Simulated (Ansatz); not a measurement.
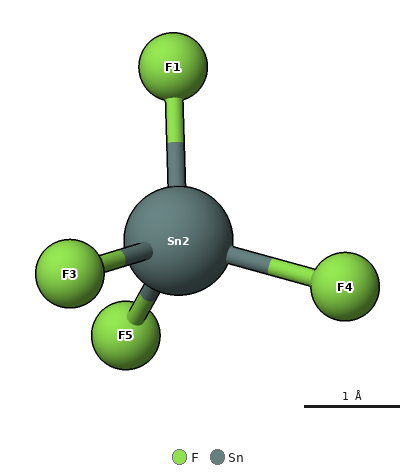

Fig. 1: The structure (ball-and-stick view, seen at a tilt; atoms are numbered from 1 in the order of the input). Sticks mark near contacts. Bond lengths as drawn: F–Sn 1.88 Å.

**SnF₄: one change and its effect**

System: SnF₄, SMILES [F][Sn]([F])([F])[F].
Method of run A: RKS PBE-QIDH (frozen core)/def2-TZVPP (Ansatz 0.2.0).

The geometry comes from this level: PBE0-D4/def2-TZVP. Text and figures count atoms from 1; the logs count them from 0 in places.

### The input, run A
```yaml
crystal:
  periodic: [false, false, false]
  atoms:
    - {symbol: F, position_ang: [0.130314, -0.871360, 1.656730]}
    - {symbol: Sn, position_ang: [0.009944, -0.014734, -0.008275]}
    - {symbol: F, position_ang: [-1.285359, 1.339982, 0.078129]}
    - {symbol: F, position_ang: [-0.477577, -1.263783, -1.320808]}
    - {symbol: F, position_ang: [1.672478, 0.736195, -0.447176]}
basis:
  gaussian: {orbitals: def2-TZVPP}
hamiltonian: {xc: {name: PBE-QIDH}}
```

Hardware: 2 CPU threads, shared host.

### Output (run A)
```
Functional definition: PBE-QIDH
  parameter a = 3^(-1/3)
  parameter c = 1/3
  exchange = (1 - a)*pbe_x + a*exact_x
  correlation = (1 - c)*pbe_c + c*(mp2_os + mp2_ss)
1302 factors; integrals over basis functions are off by at most 8.6e-4 eV
mean field evaluation 1: about -16671.8731 eV, gradient 5.9e1 eV
mean field evaluation 2: about -16671.9891 eV, gradient 5.9e1 eV
mean field evaluation 4: about -16677.0372 eV, gradient 1.3e0 eV
mean field evaluation 8: about -16677.0639 eV, gradient 6.1e-2 eV
mean field evaluation 16: about -16677.0640 eV, gradient 9.4e-6 eV
mean field -16677.06395089 eV, -612.8707960754 hartree, gradient 1.2e-6 eV, S^2 0.000000; 0 other end points of the search recorded, 0 dependent functions left out
8 core orbitals not correlated: weight in the atoms' cores, before any rotation towards them, 1.000 or more for the frozen orbitals, at most 0.000 for the correlated occupied ones
reference -16677.06396132 eV, -612.8707964585 hartree; 21, 21 occupied and 145, 145 virtual orbitals, 1302 factors
second order -39.70831271 eV of doubles, -0.00000000 eV of singles
Total energy: -16690.30006556 eV, -613.3572143175 hartree
```

The input of run B differs as follows (lines with − go, lines with + come):
```diff
-hamiltonian: {xc: {name: PBE-QIDH}}
+hamiltonian: {xc: {name: B2PLYP}}
```

What does this change do to the results?

The total energies belong to different methods, so their difference says nothing on which is more stable or more accurate. The functional changes from PBE-QIDH to B2PLYP.

### Output (run B)
```
Functional definition: B2PLYP
  parameter a = 0.53
  parameter c = 0.27
  exchange = (1 - a)*b88_x + a*exact_x
  correlation = (1 - c)*lyp_c + c*(mp2_os + mp2_ss)
1302 factors; integrals over basis functions are off by at most 8.6e-4 eV
mean field evaluation 1: about -16678.1682 eV, gradient 6.5e1 eV
mean field evaluation 2: about -16678.3299 eV, gradient 6.5e1 eV
mean field evaluation 4: about -16684.3415 eV, gradient 1.2e0 eV
mean field evaluation 8: about -16684.3735 eV, gradient 5.8e-2 eV
mean field evaluation 16: about -16684.3735 eV, gradient 2.4e-5 eV
mean field -16684.37354941 eV, -613.1394188663 hartree, gradient 2.9e-6 eV, S^2 0.000000; 0 other end points of the search recorded, 0 dependent functions left out
8 core orbitals not correlated: weight in the atoms' cores, before any rotation towards them, 1.000 or more for the frozen orbitals, at most 0.000 for the correlated occupied ones
reference -16684.37368788 eV, -613.1394239549 hartree; 21, 21 occupied and 145, 145 virtual orbitals, 1302 factors
second order -42.63393183 eV of doubles, -0.00000000 eV of singles
Total energy: -16695.88484947 eV, -613.5624513410 hartree
```

### The two runs side by side

```csv
quantity,run A,run B
outcome,converged,converged
total energy (hartree),−613.357214,−613.562451
basis functions,174,174
wall time (shared host),6 s,5.5 s
```
